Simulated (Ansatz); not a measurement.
# CH4NSi: the cost of one run

Program: Ansatz 0.2.0. Level of theory: RKS r2SCAN/def2-SVP. These are calculated values, not measurements.

## (1) The system as given

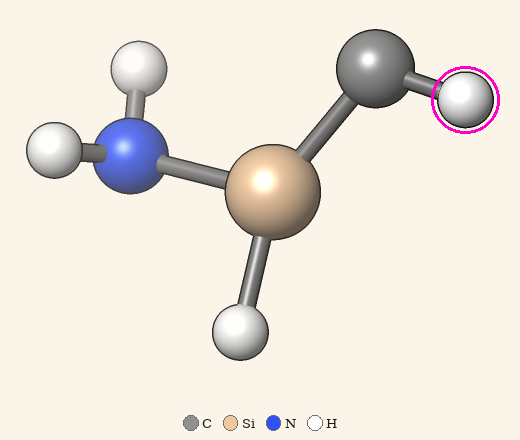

The starting structure, seen from a chosen angle (carbon grey, silicon light orange, nitrogen blue, hydrogen white). Ringed: H4.

As a file:

```xyz
7

C    -1.2014   -0.9374   -0.8765
Si   -0.2949    0.4015   -0.2777
N     1.2078    0.0447    0.6433
H    -2.0770   -0.6362   -1.5069
H    -0.1564    1.9112   -0.1189
H     1.0514    0.1370    1.6433
H     1.4704   -0.9209    0.4934
```

## (2) Relaxing end A

input.yaml reads:

```yaml
crystal:
  periodic: [false, false, false]
  atoms:
    - { symbol: C, position_ang: [-1.20136, -0.9374, -0.87648] }
    - { symbol: Si, position_ang: [-0.29486, 0.40151, -0.27772] }
    - { symbol: "N", position_ang: [1.20783, 0.0447, 0.64334] }
    - { symbol: H, position_ang: [-2.07704, -0.63616, -1.50694] }
    - { symbol: H, position_ang: [-0.15637, 1.91122, -0.11886] }
    - { symbol: H, position_ang: [1.0514, 0.13701, 1.64328] }
    - { symbol: H, position_ang: [1.47041, -0.92089, 0.49339] }
total_charge: -1
basis:
  gaussian: { orbitals: def2-SVP }
hamiltonian:
  xc: r2scan
relax:
  f_tol: 0.02
  max_steps: 50
output:
  orbitals: {}
```

Run with:

```bash
ansatz run input.yaml --threads 1 --pin off --max-ram 2048MiB --backend cpu --events-out ev --progress --plain --runs-dir out
```

**Question.** How long does this run take on 1 thread of Arm Neoverse V2, shared host, and how much memory does it need?

About 27 s, with a peak of 0.14 GiB.
